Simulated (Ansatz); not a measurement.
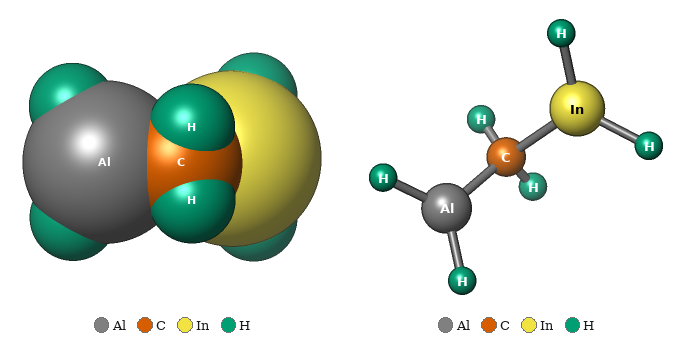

Both panels show the same species.

The computed structure is the end point of a PBE0-D4/def2-TZVP optimisation.

Which formula does it have?

CH6AlIn, 9 atoms: 1 carbon, 6 hydrogen, 1 aluminium and 1 indium.

How many bonds of each kind are drawn?

2 Al–H, 2 C–H, 2 In–H, 1 C–Al, 1 C–In.

Give the symmetry (Schoenflies symbol).

Cs.

How many atoms are distinct by symmetry?

8: 1 Al, 1 C, 1 In, 1 H, 1 H, 2 H, 1 H, 1 H.

The parts below concern this one geometry. Atoms keep their numbers from picture to picture.

## Geometry

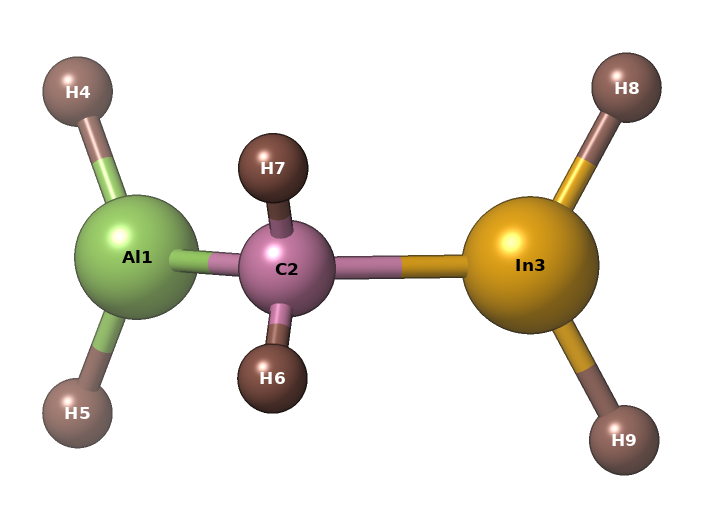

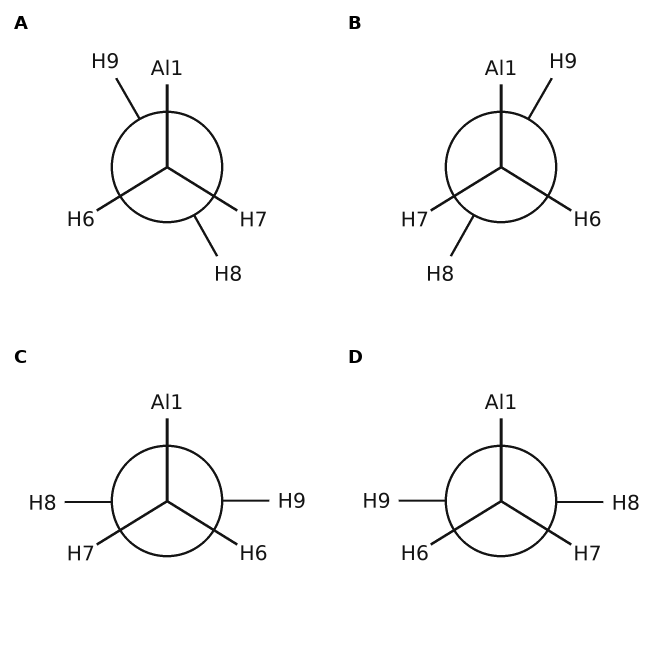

Depth is shown by fading: the farther an atom, the more it takes the colour of the background. Bonds that would overlap in a projection are set slightly apart.

Which Newman projection shows the view along C2–In3, with C2 in front?

D. The torsion angle Al1–C2–In3–H8 is 91°, about perpendicular.

## Charges

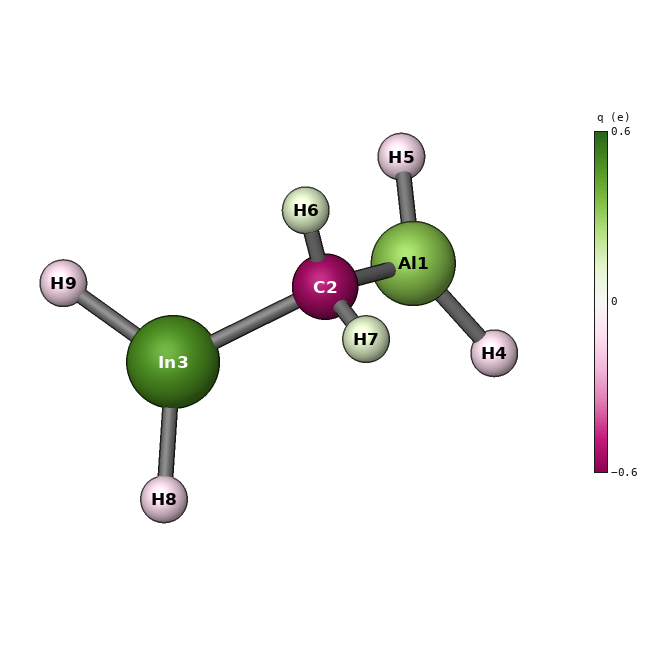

Atoms are coloured by their Mulliken charges. Level of theory: RKS PBE-D4/def2-TZVPP, core potentials on In (Ansatz 0.2.0).

Which atom carries the highest charge (most positive or least negative)?

In3 (0.48 e).

And the lowest?

C2 (−0.55 e).

List the Mulliken charges.

```csv
atom,value (e)
Al1,0.33
C2,−0.55
In3,0.48
H4,−0.13
H5,−0.13
H6,0.13
H7,0.13
H8,−0.13
H9,−0.13
```

## Dipole moment

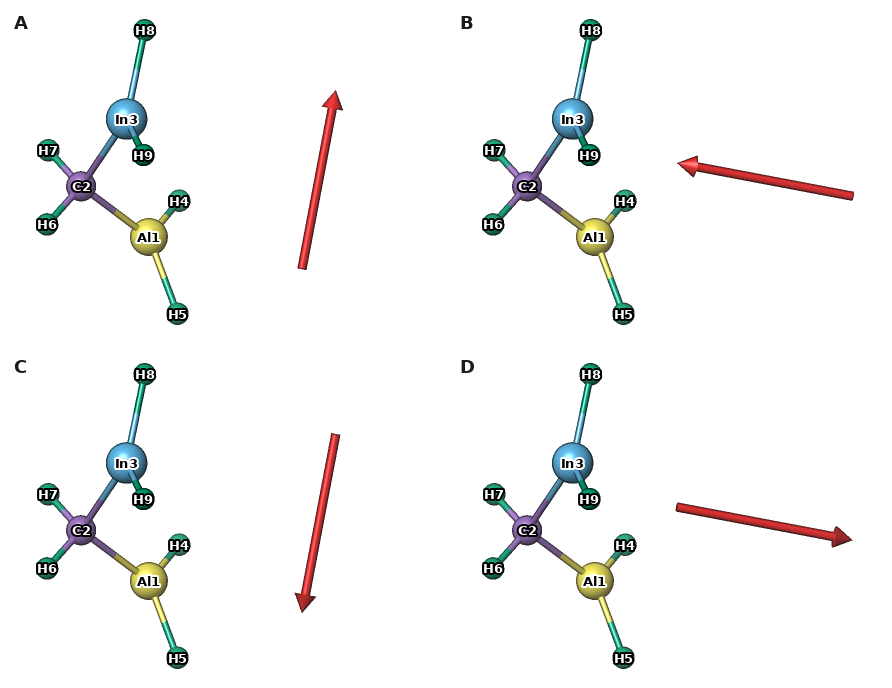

The same molecule four times, each with an arrow. Method: RKS PBE-D4/def2-TZVPP, core potentials on In (Ansatz 0.2.0).

Which arrow points along the dipole moment, from the negative to the positive end?

B. The dipole moment is 1.10 D; it points from the side of H4, H5 to the side of H6, H7 (the outermost atoms at the two ends).

## Electronic properties

Method: RKS ωB97M-V/def2-QZVPP, core potentials on In (Ansatz 0.2.0).

Predict the main results.

- HOMO energy (Kohn–Sham orbital): −9.60 eV
- LUMO energy (Kohn–Sham orbital): −0.52 eV
- HOMO–LUMO gap: 9.09 eV

Mulliken values depend strongly on the basis set and can even reverse the polarity of a bond.
